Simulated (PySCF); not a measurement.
## NMR shielding calculation of C5H9ClSSi

System: C5H9ClSSi.
Method: GIAO PBE0/pcSseg-1 NMR shielding, non-relativistic, gas phase (PySCF 2.14.0).

The geometry comes from this level: GFN2-xTB. It belongs to a series of runs on one base structure; here: constitutional isomer. Figures and captions count atoms from 1; the log counts them from 0 in places.

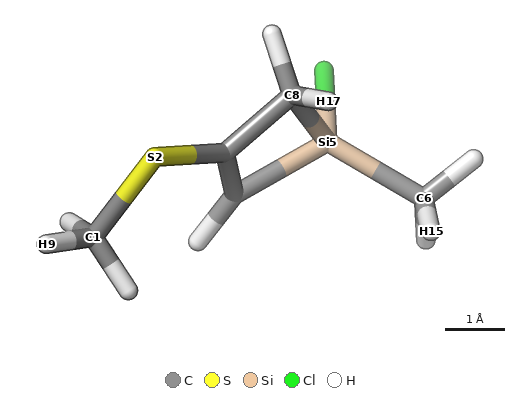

The input geometry (stick view, seen at a tilt; atoms are numbered from 1 in the order of the input).

Input:
```
{"job": {"kind": "nmr", "xc": "PBE0", "basis": "pcSseg-1"}, "charge": 0, "multiplicity": 1}
C      3.258795     0.193659    -0.192892
S      2.250193    -1.222516     0.331827
C      0.654823    -0.652072    -0.047432
C      0.219079     0.499330    -0.589369
Si    -1.594537     0.010939    -0.451809
C     -2.711277     0.963557     0.749271
Cl    -2.604028    -0.352311    -2.174615
C     -0.572233    -1.477708     0.235766
H      4.293716    -0.072870    -0.004391
H      3.104140     0.371402    -1.252758
H      2.982910     1.066767     0.391010
H      0.804687     1.335821    -0.927152
H     -2.909150     1.962335     0.372594
H     -3.667601     0.465310     0.874647
H     -2.248463     1.060721     1.725520
H     -0.593019    -2.402557    -0.337187
H     -0.675034    -1.737776     1.287058
```

The first line tells a small driver script what to run in PySCF; the rest is the geometry in Å.

Run on 1 CPU thread, shared host.

Launch command:
```bash
OMP_NUM_THREADS=1 python <driver script> task.json out
```

The program's output:
```
coarse grid: 15888 points
cycle   1  E = -1343.0335706186  dE =  9.435e-01  |g| = 5.157e-01  |ddm| = 3.885e+00
cycle   2  E = -1343.0166594232  dE =  1.691e-02  |g| = 5.792e-01  |ddm| = 9.794e-01
cycle   3  E = -1343.1000122004  dE = -8.335e-02  |g| = 9.530e-02  |ddm| = 5.864e-01
cycle   4  E = -1343.1023447583  dE = -2.333e-03  |g| = 3.483e-02  |ddm| = 1.536e-01
cycle   5  E = -1343.1026298246  dE = -2.851e-04  |g| = 1.014e-02  |ddm| = 3.965e-02
cycle   6  E = -1343.1026538058  dE = -2.398e-05  |g| = 3.287e-03  |ddm| = 1.321e-02
cycle   7  E = -1343.1026562428  dE = -2.437e-06  |g| = 1.077e-03  |ddm| = 4.177e-03
final grid: 139808 points
cycle   8  E = -1343.1522729695  dE = -3.838e-05  |g| = 9.818e-03  |ddm| = 3.094e-02
cycle   9  E = -1343.1522591191  dE =  1.385e-05  |g| = 1.208e-02  |ddm| = 1.843e-02
cycle  10  E = -1343.1522957763  dE = -3.666e-05  |g| = 1.296e-03  |ddm| = 1.207e-02
cycle  11  E = -1343.1522961801  dE = -4.038e-07  |g| = 4.442e-04  |ddm| = 2.127e-03
cycle  12  E = -1343.1522962298  dE = -4.964e-08  |g| = 1.062e-04  |ddm| = 4.967e-04
cycle  13  E = -1343.1522962321  dE = -2.332e-09  |g| = 4.306e-05  |ddm| = 1.282e-04
cycle  14  E = -1343.1522962325  dE = -4.466e-10  |g| = 1.034e-05  |ddm| = 4.915e-05
```

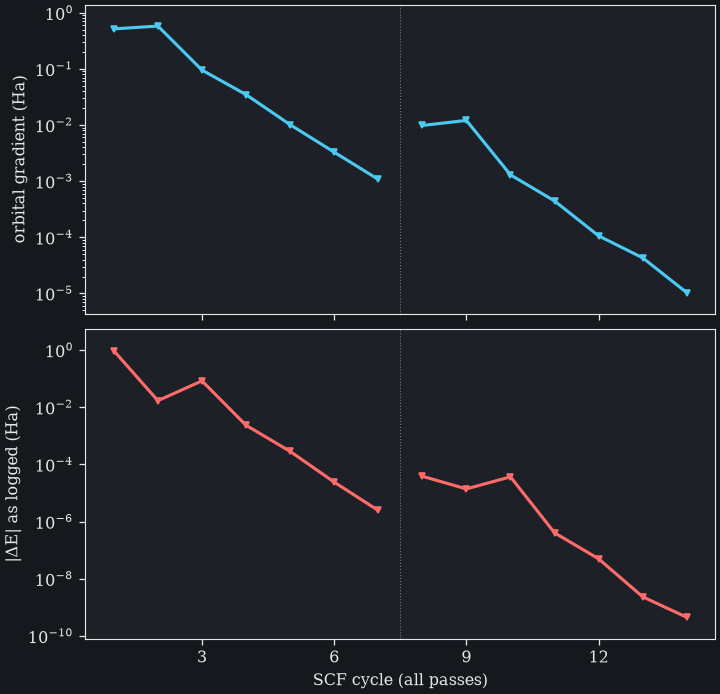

Convergence of the self-consistent field: orbital gradient and size of the energy change against the SCF cycle. The dotted line marks the change from a coarse to the final integration grid. The first 7 cycles use a coarse grid, the final grid takes over at cycle 8, and the field converges after 14 cycles in all.

```
converged SCF energy = -1343.1522962325

GIAO shielding tensors (ppm)
atom      isotropic    diamagn.    paramagn.     s11        s22        s33       span
  0 C      166.484     252.243     -85.759    155.677    159.955    183.821     28.144
  1 S      455.500    1057.126    -601.626    240.349    445.498    680.653    440.303
  2 C       17.127     266.807    -249.680   -104.536     17.049    138.866    243.402
  3 C       54.830     257.413    -202.584    -25.120     42.783    146.826    171.945
  4 Si     343.445     878.613    -535.168    308.729    328.939    392.666     83.937
  5 C      182.496     253.323     -70.827    168.101    183.884    195.503     27.402
  6 Cl     917.562    1148.017    -230.455    870.137    888.215    994.334    124.197
  7 C      151.221     254.599    -103.378    132.271    147.294    174.098     41.826
  8 H       29.551      28.092       1.458     24.579     26.461     37.612     13.033
  9 H       29.341      31.080      -1.739     24.681     27.423     35.918     11.237
 10 H       29.406      31.719      -2.313     24.757     27.440     36.020     11.263
 11 H       26.242      35.809      -9.567     23.949     25.415     29.360      5.411
 12 H       30.947      28.999       1.948     26.999     28.409     37.434     10.435
 13 H       31.101      27.544       3.558     26.813     28.776     37.715     10.902
 14 H       31.389      31.701      -0.312     26.530     29.189     38.448     11.917
 15 H       29.516      31.119      -1.604     26.010     28.633     33.904      7.894
 16 H       29.627      31.892      -2.265     26.003     28.749     34.130      8.126
```

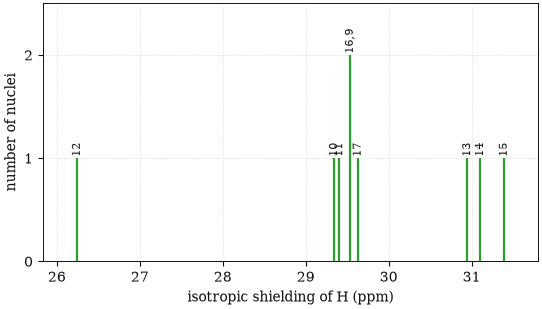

Isotropic shieldings of the hydrogen nuclei in this fixed geometry, labelled by atom number; shielding grows to the right, so chemical shift grows to the left. The least shielded is H12 (26.2 ppm), the most shielded H15 (31.4 ppm).

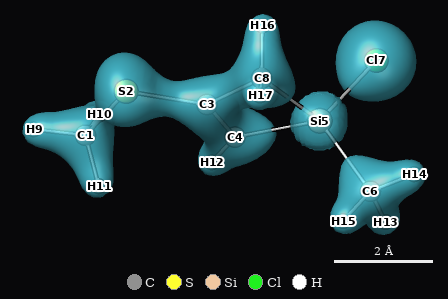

Isosurface of the total electron density at 1 e/Å³ (cyan), seen at a tilt. At this value the surface falls into four separate pieces. It is pinched off along the C–Si (1.88 Å) and Si–Cl (2.03 Å) contacts. On the grid the lowest density along these lines, outside the cores, is 2.2 e/Å³ (C–C, 1.35 Å), 1.4 e/Å³ (C–S, 1.74 Å), 0.77 e/Å³ (C–Si, 1.88 Å) and 0.67 e/Å³ (Si–Cl, 2.03 Å).

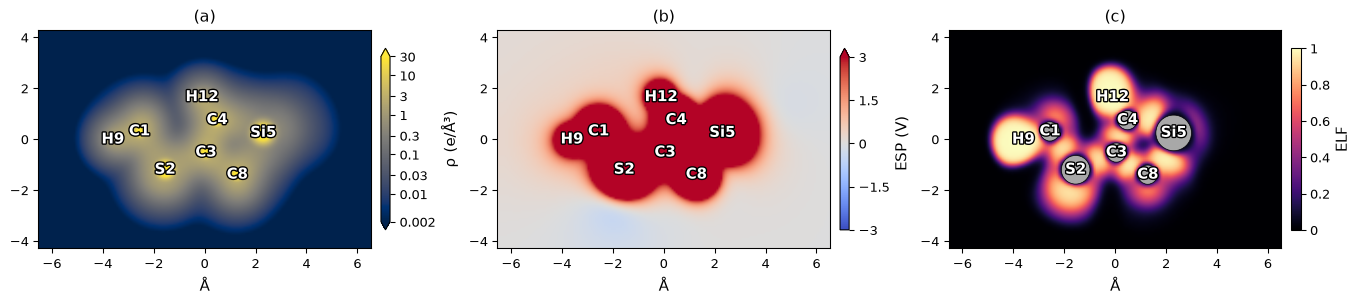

(a) total electron density; (b) electrostatic potential; (c) electron localisation function on the plane of atoms C3, C4 and Si5. Grey discs, where drawn, cover atomic cores. Atoms in the plane: C, S, Si and H. C–Si (1.88 Å): ρ is about 0.9 e/Å³ halfway; the ELF peaks at about 0.95 between the atoms, as expected for localised, shared-pair bonding. C–H (1.08 Å): ρ at the midpoint is about 2 e/Å³; the ELF climbs to about 1 towards the hydrogen, as it does in any bond to H; a covalent bond by its length. C–C (1.51 Å): ρ is about 1.7 e/Å³ halfway; the ELF peaks at about 0.95 between the atoms, which marks localised, shared-pair bonding.

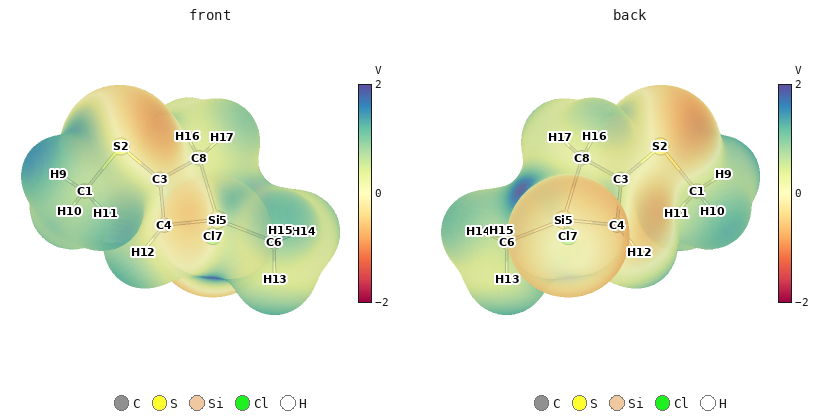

The electrostatic potential painted on the density surface at 0.004 e/bohr³, seen at a tilt and from behind; the colour scale runs from red (negative) to blue (positive). A positive charge is drawn to the negative regions and a negative charge to the positive ones.

Results in brief:

- outcome: converged
- total energy: −1343.152296 hartree
- HOMO: −6.48 eV
- LUMO: −0.10 eV
- dipole moment: 2.17 D
- isotropic shielding, C: 17.1 to 182.5 ppm
- isotropic shielding, S: 455.5 ppm
- isotropic shielding, Si: 343.4 ppm
- isotropic shielding, Cl: 917.6 ppm
- isotropic shielding, H: 26.2 to 31.4 ppm
- wall time: 84 s
- peak memory: 0.92 GiB
